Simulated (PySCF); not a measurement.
Dissociation curve of CH2S, SMILES C=S. The C1–S4 bond (C1 also carries H, H; S4 carries nothing else) is varied alone, starting from the PBE0/def2-TZVP optimised geometry.

```
4

C      0.0000     0.0000     0.0000
H      0.0000     0.9228    -0.5808
H      0.0011    -0.9229    -0.5807
S      0.0000     0.0000     1.5993
```

UKS-BHandHLYP = PySCF with unrestricted BHandHLYP/6-31G; RHF/6-31G (PySCF); RKS-BHandHLYP = restricted BHandHLYP/6-31G run with PySCF 2.14.0.

Energies are in kJ/mol, each relative to the lowest point of its own curve near equilibrium.

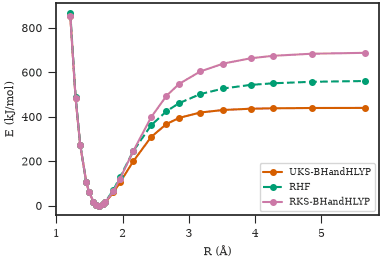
Energy against bond length for each method.

```csv
R / Å,UKS-BHandHLYP,RHF,RKS-BHandHLYP
1.21,853.3,867.5,853.3
1.29,483.5,490.6,483.5
1.36,272.0,274.8,272.0
1.45,107.7,107.4,107.7
1.49,63.3,62.4,63.3
1.56,16.9,15.8,16.9
1.60,4.4,3.7,4.4
1.65,0.0,0.0,0.0
1.71,7.5,8.8,7.5
1.74,15.3,17.4,15.4
1.86,59.6,70.7,65.6
1.96,104.6,128.1,121.5
2.16,199.6,245.5,245.2
2.43,309.2,361.8,398.0
2.66,367.0,424.5,493.8
2.85,394.6,460.9,547.3
3.17,419.0,501.7,603.7
3.52,430.5,527.2,639.4
3.93,436.1,543.2,663.0
4.27,438.1,550.6,674.2
4.85,439.4,557.2,683.5
5.65,439.8,560.8,687.6
```

At the longest distance, 5.65 Å, RKS-BHandHLYP lies highest above its minimum (687.6 kJ/mol) and UKS-BHandHLYP lowest (439.8 kJ/mol).

The unrestricted determinant behind UKS-BHandHLYP is spin-contaminated at 1.86 to 5.65 Å (<S²> up to 2.0, against 0.00 for a pure singlet). The restricted form behind RHF, RKS-BHandHLYP keeps the bonding electrons paired and can't separate into open-shell fragments.
